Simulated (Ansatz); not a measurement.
# Si2F (element-swapped structure): how the settings move a relaxation

Aim: see which settings change the result for Si2F (element-swapped structure), by how much, and at what cost.

Program: Ansatz 0.2.0. Level of theory: reference: DFT r2SCAN, plane waves, PAW, scalar-relativistic, no spin polarisation. These are calculated values, not measurements.

**1. The starting structure**

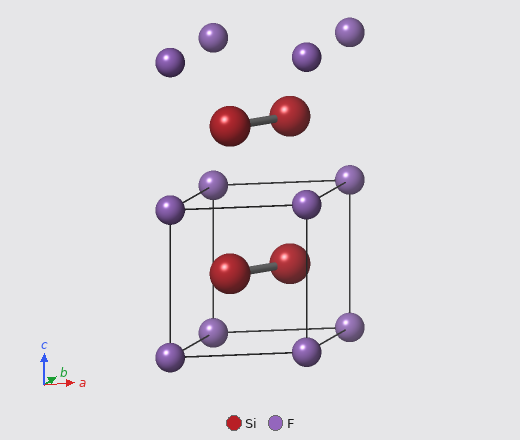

The starting structure, seen slightly off an axis (silicon red, fluorine purple). 1×1×2 cells are drawn. Atoms on the faces are drawn again on the opposite ones.

As a file:

```xyz
3
Lattice="1.7351 3.0052 0.0000 -1.7351 3.0052 0.0000 0.0000 0.0000 3.7348" Properties=species:S:1:pos:R:3 pbc="T T T"
Si   -0.0002    2.0036    1.8674
Si   -0.0002    4.0069    1.8674
F     0.0000    0.0000    0.0000
```

**2. Reference**

The input, input.yaml:

```yaml
crystal:
  lattice:
    - [1.735075, 3.005235, 0.0]
    - [-1.735075, 3.005235, 0.0]
    - [0.0, 0.0, 3.734775]
  atoms:
    - { symbol: Si, position: [0.3333, 0.3334, 0.5] }
    - { symbol: Si, position: [0.6666, 0.6667, 0.5] }
    - { symbol: F, position: [0.0, 0.0, 0.0] }
  symmetry: { tolerance: 0.0003 }
kpoints:
  mp_grid: { grid: [6, 6, 5], shift: [0, 0, 0] }
magnetization:
  spin_polarized: false
scf:
  occupations: { method: fermi_dirac }
hamiltonian:
  pseudopotentials: { kind: paw }
  xc: r2scan
basis:
  ecutwfc: 500
output:
  forces: true
  stress: true
  eigenvalues: true
relax:
  max_steps: 40
  cell: {}
```

On the command line:

```
ansatz run input.yaml --threads 1 --pin off --max-ram 2560MiB --backend cpu --events-out ev --progress --plain --runs-dir out
```

What it wrote, cut to the lines that bear on the results:

```text
Warning: the atoms were moved onto the symmetric positions of the space group found under crystal.symmetry.tolerance 3.0e-4 (fractional; no operation is sought that the atoms, as they stand in a round, miss by more than twice it, and no atom is moved by as much as it), and the run uses [...]
Warning: RAYON_NUM_THREADS=1 ignored (pool sized by the plan → 1); use --threads N
[...]
Pseudopotentials: kind: paw
Pseudopotential: Si, paw, valence charge 4, recommended cutoff 500 eV (meta_gga), Si.paw.azcp
Pseudopotential: F, paw, valence charge 7, recommended cutoff 500 eV (meta_gga), F.paw.azcp
Functional definition: r2SCAN
[...]
Crystal: 3 atoms, lattice volume = 38.949 Å³
Basis set: ecut = 500 eV, 985 PW (Γ), exchange–correlation on 108×108×120 points (64 copies of the dense FFT grid, shifted against one another)
Bands: 12, of which v1, the nominal top of the filled ones, is band 8 counted from 1 (7 counted from 0)
Symmetry: 24 space group operations
Space group: P6/mmm (ITA 191), of the structure as read, at distance tolerance 1.0e-3 Å
k-points: 21 of 180
[...]
SCF iter   1: F=—  HF=-2083.422696 eV  |F-HF|=—  |Δ(HF+E_count)|=         —  Δρ=1.45e-2  dr2=3.30e-2  dr2_τ=5.85e-2  ethr=1.77e-3  ⟨swp⟩=6.0  Hψ=1839  notcnv=0
[...]
relax step   1: F+E_penalty+E_count = -2083.47522114 eV  Δ(F+E_penalty+E_count) = +0.000e0 eV  max|allowed force component| = 1.049e-16 eV/Å  Δτ_max = 0.0000 Å  P = +56.620 GPa  Ω = 38.949 Å³  (7 SCF iters, dr2 threshold 1.00e-7 eV, accepted)
[...]
relax step  15: F+E_penalty+E_count = -2085.93301701 eV  Δ(F+E_penalty+E_count) = -3.070e-5 eV  max|allowed force component| = 1.881e-16 eV/Å  Δτ_max = 0.0000 Å  P = +0.002 GPa  Ω = 41.172 Å³  stress off target by 2.92e-3 GPa  SCF on the basis re-selected at this cell (its energy is not [...]
SCF converged after 5 iterations
Free energy (F): -2085.933017 eV
[...]
E sigma→0 (E₀):  -2085.915994 eV
Entropy (-TS):   -0.034046 eV (-11.349 meV/atom)
Fermi energy:    7.025412 eV
[...]
--- Forces (eV/Å), atoms counted from 1 ---
  atom   1  Si     0.00000000    -0.00000000     0.00000000
  atom   2  Si     0.00000000     0.00000000     0.00000000
  atom   3  F      0.00000000     0.00000000     0.00000000
[...]
--- Stress (GPa, compression-positive) ---
        0.002168      -0.000000       0.000000
       -0.000000       0.002168       0.000000
        0.000000       0.000000       0.002917
  P = ⅓ Tr σ = 0.0024 GPa (0.024 kbar)
--- Band table (eV; the first three rows and the last of 21) ---
  k-point 0: bands = ["-16.2423", "-4.1799", "2.6655", "2.6655", "4.4180", "4.7504", "4.7504", "5.0847", "12.4468", "12.4468", "13.4757", "14.4970"]
[...]
--- Relaxed structure (13 steps of the walk, 13 accepted, 2 SCFs on fresh bases) ---
  F+E_penalty+E_count = -2085.93301701 eV   max|allowed force component| = 1.881e-16 eV/Å   (the final SCF, on the basis selected at the relaxed cell)
  cell:  # Å, volume = 41.1722 Å³
    - [2.0682524790887395, 3.5823183766619837, -3.560420421937309e-18]
    - [-2.0682524790887395, 3.5823183766619837, -3.560420421937306e-18]
    - [-3.324434818066418e-33, -4.424732981842225e-18, 2.7784764991266884]
  atoms:
    - { symbol: Si, position: [0.3333333333333333, 0.3333333333333333, 0.5] }
    - { symbol: Si, position: [0.6666666666666666, 0.6666666666666666, 0.5] }
    - { symbol: F, position: [-3.392197547164022e-17, -1.0970770732837696e-17, 7.1621522060575516e-37] }
```

Run time: 40 s. Hardware: 1 thread of Arm Neoverse V1, shared host; peak memory 0.39 GiB.

**3. Changing settings: chi_scale 0.3, dr2_threshold 1.0e-09**

input.yaml, as its differences from that of step 2:

```diff
@@ -16,2 +16,4 @@
   occupations: { method: fermi_dirac }
+  initial_density: { chi_scale: 0.3 }
+  convergence: { dr2_threshold: 1.0e-09 }
 hamiltonian:
```

On the command line:

```
ansatz run input.yaml --threads 1 --pin off --max-ram 2560MiB --backend cpu --events-out ev --progress --plain --runs-dir out
```

What it wrote, cut to the lines that bear on the results:

```text
Warning: the atoms were moved onto the symmetric positions of the space group found under crystal.symmetry.tolerance 3.0e-4 (fractional; no operation is sought that the atoms, as they stand in a round, miss by more than twice it, and no atom is moved by as much as it), and the run uses [...]
Warning: relax.cell: scf.convergence.dr2_threshold = 1e-9 eV is looser than the 3e-10 eV advised for a relaxation that steers and ends on the stress (1e-10 eV for each atom of the cell: 3). What an SCF threshold leaves in a stress goes as its square root, and in the free energy as the [...]
Warning: RAYON_NUM_THREADS=1 ignored (pool sized by the plan → 1); use --threads N
[...]
Pseudopotentials: kind: paw
Pseudopotential: Si, paw, valence charge 4, recommended cutoff 500 eV (meta_gga), Si.paw.azcp
Pseudopotential: F, paw, valence charge 7, recommended cutoff 500 eV (meta_gga), F.paw.azcp
Functional definition: r2SCAN
[...]
Crystal: 3 atoms, lattice volume = 38.949 Å³
Basis set: ecut = 500 eV, 985 PW (Γ), exchange–correlation on 108×108×120 points (64 copies of the dense FFT grid, shifted against one another)
[...]
--- Forces (eV/Å), atoms counted from 1 ---
  atom   1  Si     0.00000000     0.00000000    -0.00000000
  atom   2  Si    -0.00000000    -0.00000000     0.00000000
  atom   3  F      0.00000000     0.00000000     0.00000000
[...]
--- Stress (GPa, compression-positive) ---
        0.001110      -0.000000      -0.000000
       -0.000000       0.001110      -0.000000
       -0.000000      -0.000000       0.004263
  P = ⅓ Tr σ = 0.0022 GPa (0.022 kbar)
--- Band table (eV; the first three rows and the last of 21) ---
  k-point 0: bands = ["-16.2421", "-4.1799", "2.6656", "2.6656", "4.4184", "4.7504", "4.7504", "5.0844", "12.4469", "12.4469", "13.4767", "14.4976"]
[...]
--- Relaxed structure (13 steps of the walk, 13 accepted, 2 SCFs on fresh bases) ---
  F+E_penalty+E_count = -2085.93301720 eV   max|allowed force component| = 1.557e-16 eV/Å   (the final SCF, on the basis selected at the relaxed cell)
  cell:  # Å, volume = 41.1716 Å³
    - [2.068267160514092, 3.5823438056366212, -3.56115500926752e-18]
    - [-2.068267160514092, 3.5823438056366212, -3.56115500926752e-18]
    - [-6.365939013318674e-34, -4.425645894476926e-18, 2.778395560406008]
  atoms:
    - { symbol: Si, position: [0.33333333333333337, 0.33333333333333337, 0.49999999999999994] }
    - { symbol: Si, position: [0.6666666666666667, 0.6666666666666667, 0.49999999999999994] }
    - { symbol: F, position: [-3.3921975471640226e-17, -1.09707707328377e-17, -1.0691058840368783e-50] }
```

Wall time 45 s (1 thread of Arm Neoverse V1, shared host); peak memory 0.38 GiB.

Same state: the changed start and convergence setting leaves the energy within 0.5 meV/atom. Cost: 114 SCF cycles against 86.

**4. Changed: xc_grid 1**

input.yaml, as its differences from that of step 2:

```diff
@@ -21,2 +21,3 @@
   ecutwfc: 500
+  xc_grid: 1
 output:
```

On the command line:

```
ansatz run input.yaml --threads 1 --pin off --max-ram 2560MiB --backend cpu --events-out ev --progress --plain --runs-dir out
```

What it wrote, cut to the lines that bear on the results:

```text
Warning: the atoms were moved onto the symmetric positions of the space group found under crystal.symmetry.tolerance 3.0e-4 (fractional; no operation is sought that the atoms, as they stand in a round, miss by more than twice it, and no atom is moved by as much as it), and the run uses [...]
Warning: RAYON_NUM_THREADS=1 ignored (pool sized by the plan → 1); use --threads N
[...]
Pseudopotentials: kind: paw
Pseudopotential: Si, paw, valence charge 4, recommended cutoff 500 eV (meta_gga), Si.paw.azcp
Pseudopotential: F, paw, valence charge 7, recommended cutoff 500 eV (meta_gga), F.paw.azcp
Functional definition: r2SCAN
[...]
Crystal: 3 atoms, lattice volume = 38.949 Å³
Basis set: ecut = 500 eV, 985 PW (Γ)
Bands: 12, of which v1, the nominal top of the filled ones, is band 8 counted from 1 (7 counted from 0)
Symmetry: 24 space group operations
Space group: P6/mmm (ITA 191), of the structure as read, at distance tolerance 1.0e-3 Å
k-points: 21 of 180
[...]
  atom   3  F     -0.00000000    -0.00000000     0.00000000
[...]
--- Stress (GPa, compression-positive) ---
        0.001219      -0.000000      -0.000000
       -0.000000       0.001219       0.000000
       -0.000000       0.000000      -0.006695
  P = ⅓ Tr σ = -0.0014 GPa (-0.014 kbar)
--- Band table (eV; the first three rows and the last of 21) ---
  k-point 0: bands = ["-16.2521", "-4.1847", "2.6590", "2.6590", "4.3972", "4.7461", "4.7461", "5.0936", "12.4340", "12.4340", "13.4200", "14.4649"]
[...]
--- Relaxed structure (13 steps of the walk, 13 accepted, 2 SCFs on fresh bases) ---
  F+E_penalty+E_count = -2085.93590727 eV   max|allowed force component| = 4.934e-17 eV/Å   (the final SCF, on the basis selected at the relaxed cell)
  cell:  # Å, volume = 41.2173 Å³
    - [2.0678007104613454, 3.5815358904460717, -3.51148002036712e-18]
    - [-2.0678007104613454, 3.5815358904460717, -3.511480020367118e-18]
    - [-2.0512470154026837e-33, -4.363912015970339e-18, 2.782735897728259]
  atoms:
    - { symbol: Si, position: [0.3333333333333333, 0.3333333333333333, 0.49999999999999994] }
    - { symbol: Si, position: [0.6666666666666666, 0.6666666666666666, 0.49999999999999994] }
    - { symbol: F, position: [-3.392197547164022e-17, -1.0970770732837696e-17, -1.0691058840368783e-50] }
```

Wall time 32 s (1 thread of Arm Neoverse V1, shared host); peak memory 0.29 GiB.

Changing the numerical grids moves the energy by -1.0 meV/atom.

**5. Changing settings: accuracy low**

input.yaml, as its differences from that of step 2:

```diff
@@ -28 +28,2 @@
   cell: {}
+accuracy: low
```

On the command line:

```
ansatz run input.yaml --threads 1 --pin off --max-ram 2560MiB --backend cpu --events-out ev --progress --plain --runs-dir out
```

What it wrote, cut to the lines that bear on the results:

```text
Warning: the atoms were moved onto the symmetric positions of the space group found under crystal.symmetry.tolerance 3.0e-4 (fractional; no operation is sought that the atoms, as they stand in a round, miss by more than twice it, and no atom is moved by as much as it), and the run uses [...]
settings of this run that can trade accuracy for cost: accuracy: low. Do not mix this run's numbers with those of runs without the same settings; the input reference describes each key
Warning: RAYON_NUM_THREADS=1 ignored (pool sized by the plan → 1); use --threads N
[...]
Pseudopotentials: kind: paw
Pseudopotential: Si, paw, valence charge 4, recommended cutoff 500 eV (meta_gga), Si.paw.azcp
Pseudopotential: F, paw, valence charge 7, recommended cutoff 500 eV (meta_gga), F.paw.azcp
Functional definition: r2SCAN
[...]
Crystal: 3 atoms, lattice volume = 38.949 Å³
Basis set: ecut = 500 eV, 985 PW (Γ), exchange–correlation on 81×81×90 points (27 copies of the dense FFT grid, shifted against one another)
[...]
       -0.000000       0.000000       0.002915
  P = ⅓ Tr σ = 0.0024 GPa (0.024 kbar)
--- Band table (eV; the first three rows and the last of 21) ---
  k-point 0: bands = ["-16.2422", "-4.1799", "2.6655", "2.6655", "4.4180", "4.7504", "4.7504", "5.0847", "12.4468", "12.4468", "13.4757", "14.4970"]
[...]
--- Relaxed structure (13 steps of the walk, 13 accepted, 2 SCFs on fresh bases) ---
  F+E_penalty+E_count = -2085.93302070 eV   max|allowed force component| = 8.789e-17 eV/Å   (the final SCF, on the basis selected at the relaxed cell)
  cell:  # Å, volume = 41.1723 Å³
    - [2.0682526280940836, 3.58231863474681, -3.5603665296283554e-18]
    - [-2.0682526280940836, 3.58231863474681, -3.560366529628352e-18]
    - [-2.546375605327469e-33, -4.424666006864938e-18, 2.7784797979320772]
  atoms:
    - { symbol: Si, position: [0.3333333333333333, 0.3333333333333333, 0.49999999999999994] }
    - { symbol: Si, position: [0.6666666666666666, 0.6666666666666666, 0.49999999999999994] }
    - { symbol: F, position: [-3.392197547164022e-17, -1.0970770732837693e-17, -1.0691058840368783e-50] }
settings of this run that can trade accuracy for cost: accuracy: low. Do not mix this run's numbers with those of runs without the same settings; the input reference describes each key
```

It took 35 s on 1 thread of Arm Neoverse V1, shared host; peak memory 0.33 GiB.

Changing the accuracy level hardly moves the energy: 0.0 meV/atom.

**6. Changing settings: mixing.algorithm broyden, mixing.beta 0.5, dispersion d3bj**

input.yaml, as its differences from that of step 2:

```diff
@@ -16,2 +16,3 @@
   occupations: { method: fermi_dirac }
+  mixing: { algorithm: broyden, beta: 0.5 }
 hamiltonian:
@@ -19,2 +20,3 @@
   xc: r2scan
+  dispersion: d3bj
 basis:
```

On the command line:

```
ansatz run input.yaml --threads 1 --pin off --max-ram 2560MiB --backend cpu --events-out ev --progress --plain --runs-dir out
```

What it wrote, cut to the lines that bear on the results:

```text
Warning: the atoms were moved onto the symmetric positions of the space group found under crystal.symmetry.tolerance 3.0e-4 (fractional; no operation is sought that the atoms, as they stand in a round, miss by more than twice it, and no atom is moved by as much as it), and the run uses [...]
Warning: the engine holds no damping parameters fitted to this dispersion correction and functional, so the run takes those fitted to r2scan beside the three-body term, which d3bj leaves out (hamiltonian.dispersion, under Limitations)
Warning: RAYON_NUM_THREADS=1 ignored (pool sized by the plan → 1); use --threads N
[...]
Pseudopotentials: kind: paw
Pseudopotential: Si, paw, valence charge 4, recommended cutoff 500 eV (meta_gga), Si.paw.azcp
Pseudopotential: F, paw, valence charge 7, recommended cutoff 500 eV (meta_gga), F.paw.azcp
Functional definition: r2SCAN
[...]
Crystal: 3 atoms, lattice volume = 38.949 Å³
Basis set: ecut = 500 eV, 985 PW (Γ), exchange–correlation on 108×108×120 points (64 copies of the dense FFT grid, shifted against one another)
Bands: 12, of which v1, the nominal top of the filled ones, is band 8 counted from 1 (7 counted from 0)
[...]
  atom   1  Si    -0.00000000    -0.00000000    -0.00000000
  atom   2  Si    -0.00000000     0.00000000     0.00000000
  atom   3  F     -0.00000000    -0.00000000     0.00000000
[...]
--- Stress (GPa, compression-positive) ---
       -0.010904      -0.000000       0.000000
       -0.000000      -0.010904       0.000000
        0.000000      -0.000000      -0.019841
  P = ⅓ Tr σ = -0.0139 GPa (-0.139 kbar)
--- Band table (eV; the first three rows and the last of 21) ---
  k-point 0: bands = ["-16.1198", "-4.0844", "2.7633", "2.7633", "4.6407", "4.8526", "4.8526", "5.1532", "12.6671", "12.6671", "14.0467", "14.8260"]
[...]
--- Relaxed structure (13 steps of the walk, 12 accepted, 2 SCFs on fresh bases) ---
  F+E_penalty+E_count = -2086.30356267 eV   max|allowed force component| = 1.542e-17 eV/Å   (the final SCF, on the basis selected at the relaxed cell)
  cell:  # Å, volume = 40.5289 Å³
    - [2.0662053351177647, 3.578772619293847, -4.191736015666799e-18]
    - [-2.0662053351177647, 3.578772619293847, -4.191736015666796e-18]
    - [-2.6878409167345507e-33, -5.209304071344691e-18, 2.740482280718035]
  atoms:
    - { symbol: Si, position: [0.3333333333333333, 0.3333333333333333, 0.5000000000000001] }
    - { symbol: Si, position: [0.6666666666666666, 0.6666666666666666, 0.5000000000000001] }
    - { symbol: F, position: [-3.392197547164022e-17, -1.0970770732837696e-17, 1.0691058840368783e-50] }
```

Wall time 42 s (1 thread of Arm Neoverse V1, shared host); peak memory 0.39 GiB.

The energy moves by -123.5 meV/atom, nearly all of it the dispersion term itself (-124.3 meV/atom); that offset belongs to the model and is no gain or loss of stability; the final volume goes from 41.17 to 40.53 Å³. The damping parameters are borrowed, as the log notes.

**7. Comparison**

```tsv
run	ending	energy change	pressure (GPa)	gap (eV)	force (eV/Å)	cycles	time
reference	converged	0	0.0	0.00	0.00	86	40 s
1: chi_scale 0.3, dr2_threshold 1.0e-09	converged	0.0 meV/atom	0.0	0.00	0.00	114	45 s
2: xc_grid 1	converged	-1.0 meV/atom	0.0	0.00	0.00	87	32 s
3: accuracy low	converged	0.0 meV/atom	0.0	0.00	0.00	86	35 s
4: mixing.algorithm broyden, mixing.beta 0.5, dispersion d3bj	converged	-123.5 meV/atom (offset of the dispersion model)	0.0	0.00	0.00	92	42 s
```

**Reading.** Of the converged runs whose energies compare with the reference's, «xc_grid 1» moves the energy most (-1.0 meV/atom).

The reference is no final answer either: it is run without spin, though an odd electron count or open d shells could carry moments; its mesh is coarse for a cell with so small a gap or none.
